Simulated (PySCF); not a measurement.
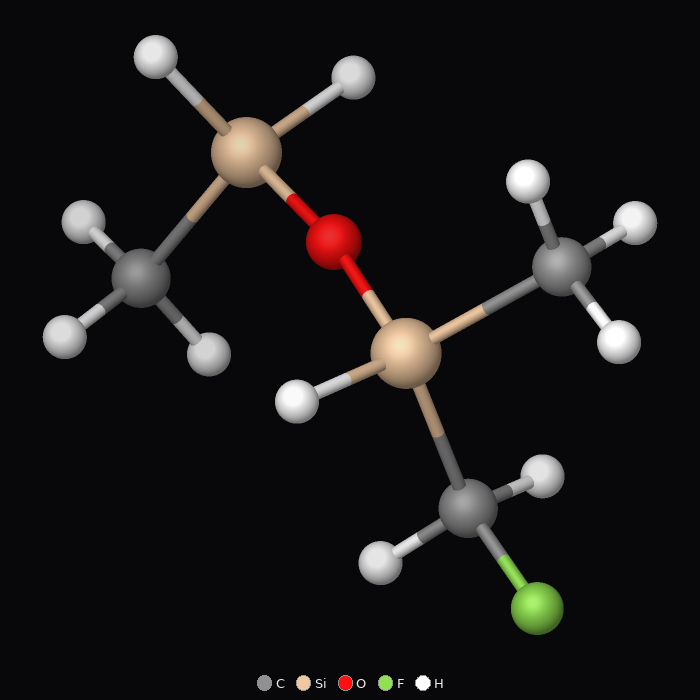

The computed structure is the end point of a GFN2-xTB optimisation. No frequency run is at hand to confirm it as a minimum. Properties computed with CAM-B3LYP/def2-SVPD, gas phase (PySCF 2.14.0). Excitations: vertical, linear response.

**What is the LUMO energy (Kohn–Sham orbital)?**

1.05 eV.

**Give the mean static polarisability at this level.**

90.4 bohr³.

**Estimate the brightest of the 8 lowest singlets.**

8.41 eV.

**What is the HOMO energy (Kohn–Sham orbital)?**

−9.40 eV.

The geometry is semi-empirical. Around Si such bond lengths and angles can be off by a tenth of an ångström or more and by several degrees, and values that hang on the shape move with them.
